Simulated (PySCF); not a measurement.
# GeSiH6O (SMILES [OH][GeH2][SiH3]) at B3LYP/cc-pVDZ

Aim: the energy change on altering one bond length of GeSiH6O at B3LYP/cc-pVDZ, from 2 runs. 

Program for the calculation: PySCF 2.14.0.

2 further runs of the same task are left out: 2 set aside as unsound or not needed.

**1. Starting point**

GeSiH6O has 9 atoms, charge 0, and is taken as a singlet. As SMILES, `[OH][GeH2][SiH3]`. The shape is that of a PBE0-D4/def2-TZVP optimisation. This is one conformer, not always the lowest.

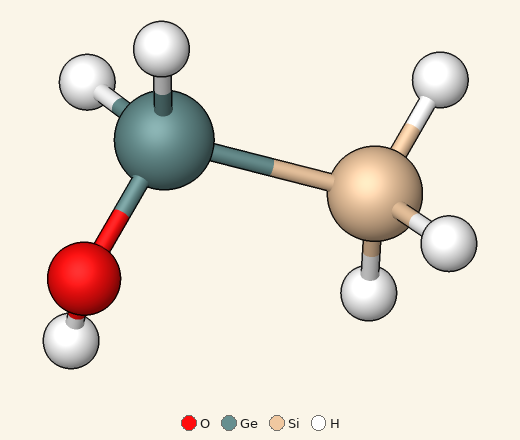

Viewed from a chosen angle; oxygen red, germanium teal, silicon light orange, hydrogen white.

**2. A single-point energy at B3LYP/cc-pVDZ**

File run.py:

```python
from pyscf import gto, dft

mol = gto.M(
    atom='''
O     -3.147150     1.895773    -1.615338
Ge     0.163083     1.699998    -0.936359
Si     0.993618    -1.909946     1.644818
H     -3.729186     0.506258    -2.624830
H      1.651054     1.572441    -3.447616
H      0.733403     4.207853     0.407992
H      3.752996    -2.140682     2.132367
H      0.113573    -4.225806     0.314261
H     -0.364339    -1.693384     4.092769
''',
    charge=0,
    max_memory=1860,
    basis='cc-pvdz',
    unit='bohr',
    verbose=3,
)

mf = dft.RKS(mol, xc='b3lyp')
mf.conv_tol = 1e-10
mf.grids.level = 5
mf.kernel()
if not mf.converged:
    mf = mf.newton().run(mf.mo_coeff, mf.mo_occ)

e_final = mf.e_tot
print('E(%s) = %.9f' % ('B3LYP', e_final))
```

On the command line:

```bash
OMP_NUM_THREADS=1 python run.py
```

The log of the run:

```text
converged SCF energy = -2445.36817593359
E(B3LYP) = -2445.368175934
```

Wall time 22 s (1 thread of Intel Xeon at 2.70GHz, shared host); peak memory 0.46 GiB.

**3. The distorted shape, same level**

File job.py:

```python
from pyscf import gto, dft

system = gto.Mole()
system.atom = '''
O       -1.295799       1.885562      -0.213759
Ge       0.455901       1.781962       0.145541
Si       0.895401      -0.128338       1.511441
H       -1.973400       0.267900      -1.389000
H        1.243301       1.714462      -1.183359
H        0.757701       3.109062       0.856941
H        2.355601      -0.250438       1.769441
H        0.429701      -1.353838       0.807341
H        0.176801      -0.013738       2.806841
'''
system.basis = 'cc-pvdz'
system.verbose = 4
system.max_memory = 1860
system.build()

calc0 = dft.RKS(system, xc='b3lyp')
calc0.grids.level = 5
calc0.conv_tol = 1e-10
calc0.kernel()
if not calc0.converged:
    calc0 = calc0.newton().run(calc0.mo_coeff, calc0.mo_occ)

energy = calc0.e_tot
print('E = %.10f Eh' % energy)
```

On the command line:

```bash
OMP_NUM_THREADS=1 python job.py
```

The log of the run:

```text
PySCF version 2.14.0

[INPUT] num. atoms = 9
[INPUT] num. electrons = 60
[INPUT] charge = 0
[INPUT] spin (= nelec alpha-beta = 2S) = 0
[INPUT] symmetry False subgroup None
[INPUT] Mole.unit = angstrom
[INPUT] Symbol           X                Y                Z      unit          X                Y                Z       unit  Magmom
[INPUT]  1 O     -1.295799000000   1.885562000000  -0.213759000000 AA   -2.448705222485   3.563195770887  -0.403945966661 Bohr   0.0
[INPUT]  2 Ge     0.455901000000   1.781962000000   0.145541000000 AA    0.861528029915   3.367420144382   0.275032629895 Bohr   0.0
[INPUT]  3 Si     0.895401000000  -0.128338000000   1.511441000000 AA    1.692062661662  -0.242523671374   2.856209543439 Bohr   0.0
[INPUT]  4 H     -1.973400000000   0.267900000000  -1.389000000000 AA   -3.729185534217   0.506257628771  -2.624829587021 Bohr   0.0
[INPUT]  5 H      1.243301000000   1.714462000000  -1.183359000000 AA    2.349498380398   3.239863630974  -2.236224417039 Bohr   0.0
[INPUT]  6 H      0.757701000000   3.109062000000   0.856941000000 AA    1.431847374309   5.875275684293   1.619383794911 Bohr   0.0
[INPUT]  7 H      2.355601000000  -0.250438000000   1.769441000000 AA    4.451440748752  -0.473259231184   3.343758883577 Bohr   0.0
[INPUT]  8 H      0.429701000000  -1.353838000000   0.807341000000 AA    0.812017205452  -2.558383037029   1.525653379132 Bohr   0.0
[INPUT]  9 H      0.176801000000  -0.013738000000   2.806841000000 AA    0.334105468549  -0.025961057499   5.304160765200 Bohr   0.0

nuclear repulsion = 266.90409612283
number of shells = 34
number of NR pGTOs = 186
number of NR cGTOs = 89
basis = cc-pvdz
ecp = {}

******** <class 'pyscf.dft.rks.RKS'> ********
method = RKS
initial guess = minao
damping factor = 0
level_shift factor = 0
DIIS = <class 'pyscf.scf.diis.CDIIS'>
diis_start_cycle = 1
diis_space = 8
diis_damp = 0
SCF conv_tol = 1e-10
SCF conv_tol_grad = None
SCF max_cycles = 50
direct_scf = True
direct_scf_tol = 1e-13
XC library pyscf.dft.libxc version 7.0.0
    S. Lehtola, C. Steigemann, M. J.T. Oliveira, and M. A.L. Marques.,  SoftwareX 7, 1–5 (2018)
XC functionals = b3lyp
    P. J. Stephens, F. J. Devlin, C. F. Chabalowski, and M. J. Frisch.,  J. Phys. Chem. 98, 11623 (1994)
radial grids:
    Treutler-Ahlrichs [JCP 102, 346 (1995); DOI:10.1063/1.469408] (M4) radial grids

becke partition: Becke, JCP 88, 2547 (1988); DOI:10.1063/1.454033
pruning grids: <function nwchem_prune>
grids dens level: 5
symmetrized grids: False
atomic radii adjust function: <function treutler_atomic_radii_adjust>
small_rho_cutoff = 0
Set gradient conv threshold to 1e-05
Initial guess from minao.
tot grids = 272512
init E= -2444.41590891415
  HOMO = -0.29053161970719  LUMO = -0.195221738920281  gap/eV = 2.59351
cycle= 1 E= -2444.81099004791  delta_E= -0.395  |g|= 1.08  |ddm|= 2.19
  HOMO = 0.0245797404140441  LUMO = 0.0256131347726605  gap/eV = 0.02812
cycle= 2 E= -2440.19346303506  delta_E= 4.62  |g|= 3.16  |ddm|= 6.92
  HOMO = -0.249694707084082  LUMO = -0.237145009484366  gap/eV = 0.34149
cycle= 3 E= -2444.76873897449  delta_E= -4.58  |g|= 0.685  |ddm|= 6.72
  HOMO = -0.255182372206605  LUMO = -0.0735939834878767  gap/eV = 4.94127
cycle= 4 E= -2444.98263278083  delta_E= -0.214  |g|= 0.49  |ddm|=  1.8
  HOMO = -0.20946592115359  LUMO = -0.141944001121364  gap/eV = 1.83737
cycle= 5 E= -2445.15560979004  delta_E= -0.173  |g|= 0.258  |ddm|= 0.911
  HOMO = -0.243445520660297  LUMO = -0.183254031850838  gap/eV = 1.63789
cycle= 6 E= -2445.14091947604  delta_E= 0.0147  |g|= 0.362  |ddm|= 0.448
  HOMO = -0.247476849302474  LUMO = -0.179127863678512  gap/eV = 1.85987
cycle= 7 E= -2445.15972631377  delta_E= -0.0188  |g|= 0.261  |ddm|= 0.105
  HOMO = -0.262488793213316  LUMO = -0.186484602900032  gap/eV = 2.06818
cycle= 8 E= -2445.17440478151  delta_E= -0.0147  |g|= 0.104  |ddm|= 0.166
  HOMO = -0.264453903277603  LUMO = -0.184763455925747  gap/eV = 2.16849
cycle= 9 E= -2445.17747442488  delta_E= -0.00307  |g|= 0.0374  |ddm|= 0.0682
  HOMO = -0.266403107195172  LUMO = -0.184645747920454  gap/eV = 2.22473
cycle= 10 E= -2445.17786255831  delta_E= -0.000388  |g|= 0.00775  |ddm|= 0.0266
  HOMO = -0.26681629091826  LUMO = -0.184487938333724  gap/eV = 2.24027
cycle= 11 E= -2445.17788162527  delta_E= -1.91e-05  |g|= 0.000507  |ddm|= 0.00721
  HOMO = -0.266790053131144  LUMO = -0.18447267178754  gap/eV = 2.23997
cycle= 12 E= -2445.17788214896  delta_E= -5.24e-07  |g|= 0.000418  |ddm|= 0.00285
  HOMO = -0.266811113230481  LUMO = -0.184467781771379  gap/eV = 2.24068
cycle= 13 E= -2445.17788239269  delta_E= -2.44e-07  |g|= 0.000148  |ddm|= 0.00224
  HOMO = -0.266809208794079  LUMO = -0.184458588991088  gap/eV = 2.24087
cycle= 14 E= -2445.17788242537  delta_E= -3.27e-08  |g|= 2.88e-05  |ddm|= 0.000956
  HOMO = -0.266807829235255  LUMO = -0.184450813343223  gap/eV = 2.24105
cycle= 15 E= -2445.17788242646  delta_E= -1.09e-09  |g|= 1.66e-05  |ddm|= 0.000166
  HOMO = -0.266808080754108  LUMO = -0.184452277769458  gap/eV = 2.24102
cycle= 16 E= -2445.17788242662  delta_E= -1.52e-10  |g|= 3.49e-06  |ddm|= 5.83e-05
  HOMO = -0.266807868071044  LUMO = -0.184452301824744  gap/eV = 2.24101
cycle= 17 E= -2445.17788242662  delta_E= -7.73e-12  |g|= 9.22e-07  |ddm|= 4.46e-06
  HOMO = -0.266808056731853  LUMO = -0.184452064813411  gap/eV = 2.24102
Extra cycle  E= -2445.1778824266  delta_E= 2.5e-11  |g|= 3.2e-06  |ddm|= 4.49e-06
converged SCF energy = -2445.1778824266
E = -2445.1778824266 Eh
```

Run time: 34 s. Hardware: 1 thread of Intel Xeon at 2.70GHz, shared host; peak memory 0.46 GiB.

**4. Summary of results**

At B3LYP/cc-pVDZ:

| quantity | value |
| --- | --- |
| first shape: total energy | -2445.36818 Eh |
| first shape: dipole moment | 1.38 D |
| first shape: HOMO energy | -7.35 eV |
| first shape: LUMO energy | -0.29 eV |
| first shape: HOMO–LUMO gap | 7.06 eV |
| distorted shape: total energy | -2445.17788 Eh |
| distorted shape: dipole moment | 1.42 D |
| distorted shape: HOMO energy | -7.26 eV |
| distorted shape: LUMO energy | -5.02 eV |
| distorted shape: HOMO–LUMO gap | 2.24 eV |
| energy change with the O1–H4 bond stretched from 0.960 to 2.111 Å | 5.178 eV |

What this shows: One bond (distorted shape) is far stretched, which a spin-restricted single reference describes badly; a broken-symmetry solution may lie lower. With the O1–H4 bond stretched from 0.960 to 2.111 Å the energy rises by 5.18 eV (500 kJ/mol). The first shape isn't relaxed at this level, so the change isn't measured from a minimum. A restricted reference can't describe the breaking bond well at this length.
